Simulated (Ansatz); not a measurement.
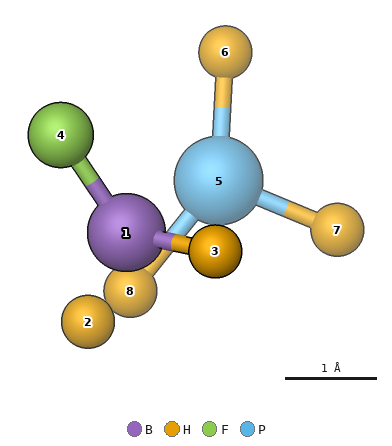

Fig. 1: The structure as given in the input (ball-and-stick view, seen at a tilt; atoms are numbered from 1 in the order of the input). Bond lengths as drawn: B–F 1.32 Å, B–H 1.19 Å and H–P 1.42 to 1.56 Å.

## BPH$_{5}$F: geometry relaxation (part 1 of 2)

BPH$_{5}$F, computed with RKS BHLYP-D4/def2-mTZVP (Ansatz 0.2.0).

The input holds or restrains some coordinates. Forces given for the steps count only the free coordinates. It belongs to a series of runs on one base structure; here: pulled along the bonds that form and break, towards end B. Figures and captions count atoms from 1; the log counts them from 0 in places.

### What the program printed
```
The last accepted step is kept in [file] (removed where the run ends without a failure and the disk answers)
Engine: ansatz 0.2.0, x86_64-unknown-linux-gnu
Functional definition: BHLYP
  parameter a = 0.5
  exchange = (1 - a)*b88_x + a*exact_x
  correlation = lyp_c
745 factors; integrals over basis functions are off by at most 6.1e-4 eV
mean field evaluation 1: about -12758.2841 eV, gradient 2.7e1 eV
mean field evaluation 2: about -12758.4179 eV, gradient 3.0e1 eV
mean field evaluation 4: about -12759.6638 eV, gradient 8.9e-1 eV
mean field evaluation 8: about -12759.7588 eV, gradient 4.2e-2 eV
mean field evaluation 16: about -12759.7588 eV, gradient 2.1e-5 eV
mean field -12759.75884065 eV, -468.9124885189 hartree, gradient 2.1e-5 eV, S^2 0.000000; 0 other end points of the search recorded, 0 dependent functions left out
the calculation of the forces begins
reference -12759.75900552 eV, -468.9124945775 hartree; 17, 17 occupied and 58, 58 virtual orbitals, 745 factors
relax step   1: F+E_penalty+E_count = -12759.90174066 eV  Δ(F+E_penalty+E_count) = +0.000e0 eV  max|allowed force component| = 3.825e0 eV/Å  E_restraint = 29.67259463 eV  max|allowed force component, restraints' pulls added| = 3.053e1 eV/Å  Δτ_max = 0.0000 Å  (27 SCF iters, accepted)
  distance B 0 - P 4 = 2.2100 Å
  distance H 7 - H 1 = 0.8838 Å
  distance B 0 - H 1 = 1.5400 Å
  distance H 7 - P 4 = 1.5638 Å
these checks for a lower state are left out or cut short: starts, cluster_reference, orbital_swaps, neighbouring_geometries, increment
745 factors; integrals over basis functions are off by at most 6.3e-4 eV
mean field -12760.41238225 eV, -468.9365057293 hartree, gradient 9.6e-6 eV, S^2 0.000000; 0 other end points of the search recorded, 0 dependent functions left out
[... from here on the field's lines of each further geometry are left out, up to the last ...]
relax step   2: F+E_penalty+E_count = -12760.55328492 eV  Δ(F+E_penalty+E_count) = -6.515e-1 eV  max|allowed force component| = 5.471e0 eV/Å  E_restraint = 13.83600787 eV  max|allowed force component, restraints' pulls added| = 1.946e1 eV/Å  Δτ_max = 0.1948 Å  (37 SCF iters, accepted)
relax step   3: F+E_penalty+E_count = -12761.53339110 eV  Δ(F+E_penalty+E_count) = -9.801e-1 eV  max|allowed force component| = 4.797e0 eV/Å  E_restraint = 4.65815036 eV  max|allowed force component, restraints' pulls added| = 1.029e1 eV/Å  Δτ_max = 0.1950 Å  (36 SCF iters, accepted)
relax step   4: F+E_penalty+E_count = -12762.51295361 eV  Δ(F+E_penalty+E_count) = -9.796e-1 eV  max|allowed force component| = 3.034e0 eV/Å  E_restraint = 0.59919336 eV  max|allowed force component, restraints' pulls added| = 4.715e0 eV/Å  Δτ_max = 0.1947 Å  (28 SCF iters, accepted)
relax step   5: F+E_penalty+E_count = -12763.12273036 eV  Δ(F+E_penalty+E_count) = -6.098e-1 eV  max|allowed force component| = 1.111e0 eV/Å  E_restraint = 0.06210524 eV  max|allowed force component, restraints' pulls added| = 1.519e0 eV/Å  Δτ_max = 0.1949 Å  (30 SCF iters, accepted)
relax step   6: F+E_penalty+E_count = -12763.40566576 eV  Δ(F+E_penalty+E_count) = -2.829e-1 eV  max|allowed force component| = 1.114e0 eV/Å  E_restraint = 0.04353929 eV  max|allowed force component, restraints' pulls added| = 9.421e-1 eV/Å  Δτ_max = 0.1997 Å  (29 SCF iters, accepted)
relax step   7: F+E_penalty+E_count = -12763.43126770 eV  Δ(F+E_penalty+E_count) = -2.560e-2 eV  max|allowed force component| = 1.741e0 eV/Å  E_restraint = 0.07526706 eV  max|allowed force component, restraints' pulls added| = 1.617e0 eV/Å  Δτ_max = 0.1999 Å  (29 SCF iters, rejected (line search))
relax step   8: F+E_penalty+E_count = -12763.51069297 eV  Δ(F+E_penalty+E_count) = -1.050e-1 eV  max|allowed force component| = 1.207e0 eV/Å  E_restraint = 0.03661216 eV  max|allowed force component, restraints' pulls added| = 5.255e-1 eV/Å  Δτ_max = 0.0974 Å  (31 SCF iters, accepted)
relax step   9: F+E_penalty+E_count = -12763.53115915 eV  Δ(F+E_penalty+E_count) = -2.047e-2 eV  max|allowed force component| = 1.240e0 eV/Å  E_restraint = 0.03706032 eV  max|allowed force component, restraints' pulls added| = 2.265e-1 eV/Å  Δτ_max = 0.1000 Å  (29 SCF iters, accepted)
relax step  10: F+E_penalty+E_count = -12763.54265566 eV  Δ(F+E_penalty+E_count) = -1.150e-2 eV  max|allowed force component| = 1.071e0 eV/Å  E_restraint = 0.04382649 eV  max|allowed force component, restraints' pulls added| = 5.288e-1 eV/Å  Δτ_max = 0.0839 Å  (29 SCF iters, accepted)
relax step  11: F+E_penalty+E_count = -12763.54868207 eV  Δ(F+E_penalty+E_count) = -6.026e-3 eV  max|allowed force component| = 9.491e-1 eV/Å  E_restraint = 0.04800341 eV  max|allowed force component, restraints' pulls added| = 7.753e-1 eV/Å  Δτ_max = 0.0641 Å  (30 SCF iters, accepted)
relax step  12: F+E_penalty+E_count = -12763.53166401 eV  Δ(F+E_penalty+E_count) = +1.702e-2 eV  max|allowed force component| = 1.397e0 eV/Å  E_restraint = 0.03237131 eV  max|allowed force component, restraints' pulls added| = 1.468e-1 eV/Å  Δτ_max = 0.1499 Å  (28 SCF iters, rejected (line search))
relax step  13: F+E_penalty+E_count = -12763.54354068 eV  Δ(F+E_penalty+E_count) = +5.141e-3 eV  max|allowed force component| = 1.231e0 eV/Å  E_restraint = 0.03696389 eV  max|allowed force component, restraints' pulls added| = 2.558e-1 eV/Å  Δτ_max = 0.0724 Å  (29 SCF iters, accepted)
the calculation of the forces begins
reference -12763.40492548 eV, -469.0464796646 hartree; 17, 17 occupied and 58, 58 virtual orbitals, 745 factors
relax step  14: F+E_penalty+E_count = -12763.54166225 eV  Δ(F+E_penalty+E_count) = +1.878e-3 eV  max|allowed force component| = 1.391e0 eV/Å  E_restraint = 0.03198359 eV  max|allowed force component, restraints' pulls added| = 7.751e-2 eV/Å  Δτ_max = 0.0420 Å  (30 SCF iters, accepted)
  distance B 0 - P 4 = 1.9125 Å
  distance H 7 - H 1 = 0.7043 Å
  distance B 0 - H 1 = 2.3969 Å
  distance H 7 - P 4 = 2.6310 Å
745 factors; integrals over basis functions are off by at most 7.8e-4 eV
mean field evaluation 128: about -12763.4048 eV, gradient 3.3e-5 eV
```

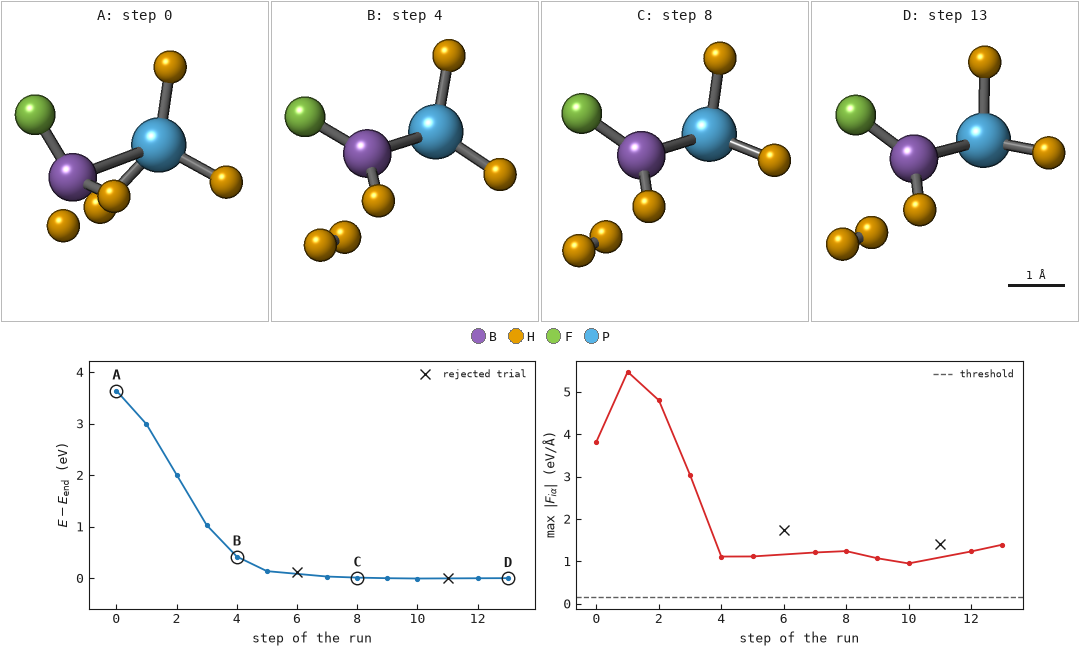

Fig. 2: Frames of the restrained relaxation (ball-and-stick view, seen at a tilt) above the curves, on which the letters mark them (the first geometry is step 0 here and step 1 in the log).

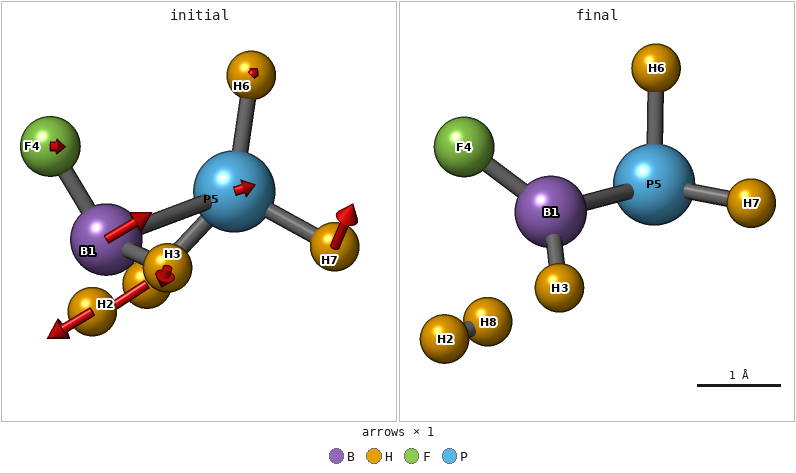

Fig. 3: Before (left) and after (right) the restrained relaxation, at one scale (ball-and-stick view, seen at a tilt). The red arrows give the displacements, at true length. After 13 geometry steps the energy has fallen by 3.640 eV. The largest force component goes from 3.8 to 1.4 eV/Å. The line search rejected the trial steps at points 6, 11 (counted from 0) and went back. H8 moves most after the best rigid fit: 0.83 Å. Largest moves by element: H 0.83 Å, B 0.66 Å, P 0.28 Å, F 0.19 Å. Distances before and after: P5–H8 1.564 → 2.631 Å, B1–P5 2.210 → 1.913 Å, H2–H8 0.884 → 0.704 Å, P5–H6 1.420 → 1.408 Å. Bonds break: P5–H8 (1.56 → 2.63 Å). Among the angles that change: H3–B1–P5 97.0° → 122.4°, F4–B1–P5 101.2° → 119.9°, H6–P5–H7 109.4° → 96.9°. (Atoms are counted from 1 in the order of the input.)

```
mean field -12763.40475506 eV, -469.0464734021 hartree, gradient 9.6e-6 eV, S^2 0.000000; 1 other end points of the search recorded, 0 dependent functions left out
the calculation of the forces begins
reference -12763.40492548 eV, -469.0464796646 hartree; 17, 17 occupied and 58, 58 virtual orbitals, 745 factors
Total energy: -12763.54183267 eV, -469.0515109111 hartree
Atom 0 at     0.128129    -0.598611    -0.194306 Å, force     0.099397     0.013371    -0.247068 eV/Å
Atom 1 at    -0.156625     0.497016     1.918395 Å, force    -0.106827     1.390838    -0.108259 eV/Å
Atom 2 at     1.085172     0.095788    -0.281770 Å, force    -0.046383    -0.059327     0.015993 eV/Å
Atom 3 at    -1.018994    -0.115835    -0.623882 Å, force    -0.029702     0.022149     0.000239 eV/Å
Atom 4 at     0.193173    -2.340771     0.592135 Å, force     0.059591    -0.356533    -0.144838 eV/Å
Atom 5 at    -0.705611    -2.991379    -0.274970 Å, force    -0.004399     0.006831     0.010645 eV/Å
Atom 6 at     1.376406    -2.779810    -0.031870 Å, force    -0.001776     0.011255    -0.003418 eV/Å
Atom 7 at    -0.117249    -0.188798     2.073568 Å, force     0.030099    -1.028582     0.476707 eV/Å
Dipole moment:     0.171669    -0.060475    -0.067580 e Å
```

### Trajectory as extended XYZ (Å, eV, eV/Å), 13 of the 14 frames kept, from step=1 to step=14
```
8
Properties=species:S:1:pos:R:3:forces:R:3 step=1 energy=-12759.90174
B     0.0000    0.0000    0.0000    1.1090  -3.8254   0.3098
H     0.0000    0.0000    1.5400    0.0687   3.5247  -1.1115
H     1.0305    0.0000   -0.5950   -0.0159   1.5521   0.6673
F    -1.1431    0.0000   -0.6600   -0.7539   1.3437   0.4949
P     0.0924   -2.0952    0.6969    0.7151  -1.4045  -0.9348
H    -0.6759   -2.9172   -0.1694    0.2924  -0.1337   0.4878
H     1.4420   -2.5368    0.6936   -0.4959  -0.1950  -0.3763
H     0.0385   -0.8732    1.6712   -0.9195  -0.8618   0.4628
8
Properties=species:S:1:pos:R:3:forces:R:3 step=2 energy=-12760.55328
B     0.0143   -0.1178   -0.1106   -0.2331  -5.4711  -0.8859
H     0.0017    0.0298    1.7038    0.1621   2.1910   0.3125
H     1.0434    0.0167   -0.6055    0.6580   2.0651   0.2642
F    -1.1634    0.0148   -0.6707   -0.0652   1.4942   0.6562
P     0.1080   -2.1597    0.5653   -0.1545   1.5684   1.7052
H    -0.6861   -2.9384   -0.1841   -0.1175  -1.3428  -1.4500
H     1.4457   -2.5453    0.6858    0.0817  -0.4696  -0.9289
H     0.0207   -0.7225    1.7933   -0.3315  -0.0353   0.3267
8
Properties=species:S:1:pos:R:3:forces:R:3 step=3 energy=-12761.53339
B     0.0184   -0.2725   -0.2292   -0.1876  -4.7974  -0.9752
H     0.0011    0.0715    1.8367    0.0516   4.2676   0.2834
H     1.0554    0.0465   -0.6055    0.4563   1.7445   0.2530
F    -1.1701    0.0360   -0.6667    0.0765   1.0499   0.3814
P     0.1089   -2.2009    0.4699    0.5387   3.0636   2.3748
H    -0.6904   -2.9628   -0.2167   -0.8456  -2.0877  -2.1504
H     1.4488   -2.5518    0.6700   -0.0588  -0.4860  -0.9722
H     0.0121   -0.5885    1.9188   -0.0312  -2.7545   0.8053
8
Properties=species:S:1:pos:R:3:forces:R:3 step=4 energy=-12762.51295
B     0.0207   -0.4351   -0.3362    0.3756  -1.7997  -0.7100
H     0.0003    0.1736    1.9241    0.0146   3.0336  -0.0962
H     1.0616    0.0846   -0.5862   -0.5001   0.6074   0.3465
F    -1.1654    0.0518   -0.6517    0.5467   0.0948   0.1863
P     0.1198   -2.2285    0.3868    0.0527   2.5621   1.7524
H    -0.7091   -3.0181   -0.2749   -0.4754  -1.7268  -1.3762
H     1.4483   -2.5658    0.6414   -0.0110  -0.5793  -0.9337
H     0.0082   -0.4850    2.0739   -0.0030  -2.1922   0.8309
```
